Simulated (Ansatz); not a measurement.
# Bands, cutoff and cost in G0W0 for SiO2 (Fddd), part 2 of 2

Wanted: a G0W0 gap for SiO2 (Fddd) that is converged in bands and cutoff, or an estimate of the limit.

Ansatz 0.2.0; G0W0 on LDA, plane waves, PAW; PAW set soft_1. Known limits of the many-body steps: not at the basis limit.

So far. Step 4 (898 empty bands, screening to 180 eV): Against the run with 4×4×4 mesh, 417 empty bands, screening to 108 eV, PAW set soft_1 files, the gap moves by +0.20 eV.

### 5. Changing the frequency model: 4×4×4 mesh, 417 empty bands, screening to 108 eV, plasmon pole, PAW set soft_1 files

A plasmon pole stands in for the full frequency dependence of the screening; this run shows what that costs in accuracy. Bands and cutoff differ from the step before, so it is read against an earlier run that matches them.

Contents of input.yaml:

```yaml
crystal:
  lattice:
    - [0.0, 4.71625711, 7.3627753715]
    - [2.3595806657, 0.0, 7.3627753715]
    - [2.3595806657, 4.71625711, 0.0]
  atoms:
    - { symbol: Si, position: [0.56323108, 0.56323108, 0.93676892] }
    - { symbol: Si, position: [0.31323108, 0.31323108, 0.68676892] }
    - { symbol: Si, position: [0.68676892, 0.68676892, 0.31323108] }
    - { symbol: Si, position: [0.93676892, 0.93676892, 0.56323108] }
    - { symbol: O, position: [0.625, 0.125, 0.625] }
    - { symbol: O, position: [0.625, 0.625, 0.125] }
    - { symbol: O, position: [0.625, 0.625, 0.625] }
    - { symbol: O, position: [0.125, 0.625, 0.625] }
    - { symbol: O, position: [0.1865604, 0.8134396, 0.1865604] }
    - { symbol: O, position: [0.8134396, 0.1865604, 0.8134396] }
    - { symbol: O, position: [0.4365604, 0.0634396, 0.4365604] }
    - { symbol: O, position: [0.0634396, 0.4365604, 0.0634396] }
kpoints:
  mp_grid: { grid: [4, 4, 4] }
hamiltonian:
  xc: lda
  pseudopotentials: { kind: paw, azcp: { folder: soft_1 }, xc_functional: pbe }
scf:
  occupations: { method: fixed }
gw:
  n_empty_bands: 417
  ecut_chi: 108
  qp_bands: [v4, c4]
  qp_kpoints: band_edges
  screening: { model: godby_needs }
```

Run with:

```sh
$ ansatz run input.yaml --threads 3 --pin off --max-ram 92160MiB --backend cuda --events-out ev --progress --plain --runs-dir out --devices 1 --max-vram 13GiB
```

Numbers of over 12 decimals in the logs are rounded to 6 here.

The program printed:

```text
GPUs: using 1 of 1 available (devices: 1).
[...]
GPU FFT provider: cuFFT
GPU libraries: cuBLAS 13.8.2, cuFFT 12.4.0, cuSOLVER 12.3.4
Crystal: 12 atoms, lattice volume = 163.872 Å³
Basis set: ecut = 420 eV, 3169 PW (Γ)
Bands: 44, of which v1, the nominal top of the filled ones, is band 32 counted from 1 (31 counted from 0)
Symmetry: 8 space group operations
[...]
k-points: 18 of 64
[...]
0    36      9.9041    -7.7439    -3.5691   -13.2195  0.8596    11.8270    11.8106  root
[...]
17    33      8.1256    -7.6193    -3.3038   -12.5606  0.8667     9.7738     9.7631  root
    17    34      8.1256    -7.6193    -3.3038   -12.5606  0.8667     9.7738     9.7631  root
    17    35     10.0021    -6.5266    -3.7690   -12.2452  0.8630    11.9681    11.9517  root
    17    36     10.0021    -6.5266    -3.7690   -12.2452  0.8630    11.9681    11.9517  root
[key lines of the parts left out:]
SCF converged after 8 iterations
Free energy (F): -6890.709766 eV
Fermi energy:    1.447511 eV
```

Elapsed: 1.8 min, on 1 × NVIDIA H100 80GB HBM3 (shared by 6 runs) with 3 threads of AMD EPYC 7R13 (Zen 3), shared host; peak memory 3.5 GiB.

Numbers from this step:

* bands summed: 449
* plasmon-pole fit frequency: 23.21 eV
* RPA ε∞ on this mesh (eigenvalues): 2.273, 2.324, 2.337
* plane waves in the screening matrix: 425
* G0W0 gap on the mesh: 8.509 eV
* k of the valence top: 0, 0, 0
* k of the conduction bottom: 0, 0, 0
* starting gap on the mesh: 5.533 eV
* least direct G0W0 gap on the computed points: 8.509 eV

Against the run with 4×4×4 mesh, 417 empty bands, screening to 108 eV, PAW set soft_1 files, the gap moves by −0.02 eV.

### 6. Changing the files: 4×4×4 mesh, 417 empty bands, screening to 108 eV, hard PAW files

Other atomic data (hard PAW) test the pseudisation: the cutoff goes from 420 to 930 eV, with the same valence electrons.

This step: G0W0 on LDA, plane waves, PAW.

input.yaml, as its differences from that of step 5:

```diff
@@ -22,3 +22,3 @@
   xc: lda
-  pseudopotentials: { kind: paw, azcp: { folder: soft_1 }, xc_functional: pbe }
+  pseudopotentials: { kind: paw, source: ansatz }
 scf:
@@ -30,2 +30,2 @@
   qp_kpoints: band_edges
-  screening: { model: godby_needs }
+  screening: { model: contour_deformation }
```

The program printed:

```text
GPUs: using 1 of 1 available (devices: 1).
[...]
GPU FFT provider: cuFFT
GPU libraries: cuBLAS 13.8.2, cuFFT 12.4.0, cuSOLVER 12.3.4
Crystal: 12 atoms, lattice volume = 163.872 Å³
Basis set: ecut = 930 eV, 10581 PW (Γ)
Bands: 44, of which v1, the nominal top of the filled ones, is band 32 counted from 1 (31 counted from 0)
Symmetry: 8 space group operations
[...]
k-points: 18 of 64
[...]
0    36      9.9233    -7.6979    -3.6176   -13.1865  0.8538    11.8176    11.7943  root
[...]
17    33      8.1474    -7.6085    -3.3285   -12.5500  0.8626     9.7752     9.7604  root
    17    34      8.1474    -7.6085    -3.3285   -12.5500  0.8626     9.7752     9.7604  root
    17    35     10.0152    -6.4140    -3.8309   -12.1664  0.8576    11.9608    11.9367  root
    17    36     10.0152    -6.4140    -3.8309   -12.1664  0.8576    11.9608    11.9367  root
[key lines of the parts left out:]
SCF converged after 8 iterations
Free energy (F): -6890.465738 eV
Fermi energy:    1.466051 eV
```

Wall time 3.1 min (1 × NVIDIA H100 80GB HBM3 (shared by 6 runs) with 3 threads); peak memory 3.3 GiB.

Numbers from this step:

- bands summed: 449
- RPA ε∞ on this mesh (eigenvalues): 2.271, 2.321, 2.334
- plane waves in the screening matrix: 425
- G0W0 gap on the mesh: 8.554 eV
- k of the valence top: 0, 0, 0
- k of the conduction bottom: 0, 0, 0
- starting gap on the mesh: 5.537 eV
- least direct G0W0 gap on the computed points: 8.554 eV

Against the run with 4×4×4 mesh, 417 empty bands, screening to 108 eV, PAW set soft_1 files, the gap moves by +0.02 eV.

### 7. Convergence and cost

Times are wall times on 1 × NVIDIA H100 80GB HBM3 (shared by 6 runs) with 3 threads of AMD EPYC 7R13 (Zen 3), shared host, good to a factor of about two.

```tsv
mesh	files	frequency	bands summed	cutoff (eV)	start (eV)	G0W0 (eV)	time	host memory (GiB)
4×4×4	PAW set soft_1	contour deformation	179	54	5.533	8.379	28 s	1.4
4×4×4	PAW set soft_1	contour deformation	449	108	5.533	8.532	55 s	2.1
4×4×4	PAW set soft_1	contour deformation	930	180	5.533	8.731	3.3 min	4.4
4×4×4	PAW set soft_1	plasmon pole	449	108	5.533	8.509	1.8 min	3.5
4×4×4	hard PAW	contour deformation	449	108	5.537	8.554	3.1 min	3.3
```

The parts of the quasiparticle energy at the two band edges (eV; QP = start + Σx + Σc − Vxc):

```tsv
run	edge	start	Σx	Σc	Vxc	Z	QP
179 bands	valence top	1.45	-26.59	4.45	-20.84	0.81	0.14
179 bands	conduction bottom	6.98	-6.97	-3.25	-11.76	0.87	8.52
449 bands	valence top	1.45	-26.59	4.23	-20.84	0.80	-0.07
449 bands	conduction bottom	6.98	-6.97	-3.31	-11.76	0.87	8.46
930 bands	valence top	1.45	-26.59	3.98	-20.84	0.80	-0.33
930 bands	conduction bottom	6.98	-6.97	-3.36	-11.76	0.87	8.41
```

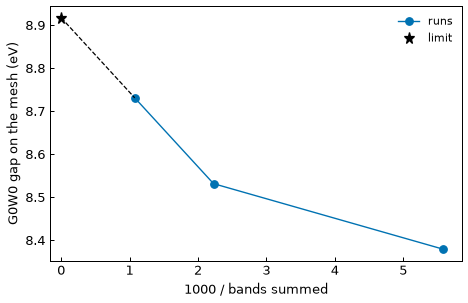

The gap against one over the number of bands; the dashed line carries the two highest rungs to the limit.

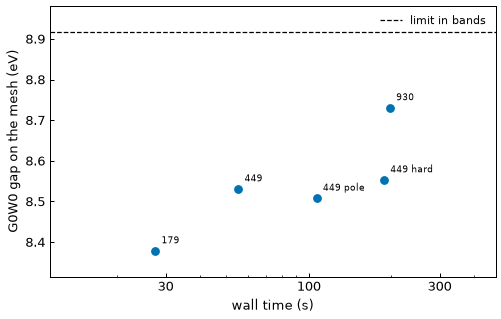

Result against wall time.

### 8. Outcome

- 179 bands, 54 eV: 8.379 eV
- 449 bands, 108 eV: 8.532 eV
- 930 bands, 180 eV: 8.731 eV
- estimated limit in bands and cutoff: 8.92 eV
- mesh and start: 4×4×4, LDA

What this shows: A line in one over the bands through the two highest rungs gives 8.92 eV, +0.19 eV from the top rung; the pair below gives 8.63 eV, so the estimate is still climbing. The rungs stand 0.54 eV (179 bands), 0.39 eV (449 bands) and 0.19 eV (930 bands) from it. From 179 to 930 bands the gap moves by +0.35 eV while the time grows 7.2-fold. Σc changes by −0.47 eV at the valence top and −0.11 eV at the conduction bottom, so the valence edge carries most of the change. The plasmon-pole model gives −0.02 eV against contour deformation, 1 % of the correction, and saved no time in this program. Hard PAW files move the gap by +0.02 eV at equal bands and cutoff, +0.003 eV of it in the start.

[Paths, hosts, dates, memory and timing lines, banners, echoed tables and standing remarks are left out of the program output.]

[Logs are printed without paths, hosts, clocks, repeated set-up lines and the standing remarks that a program may print on its own settings, such as how far it seeks lower states.]

[Runs of the session that timed out or met a known fault of the program may be left out.]

[Cells called generated may have been cut or substituted from an entry of the Crystallography Open Database or the Materials Project.]

[Hosts, paths, dates, database ids (printed as entryN), source tags and the programs' standing remarks are cut or masked in the printed files.]
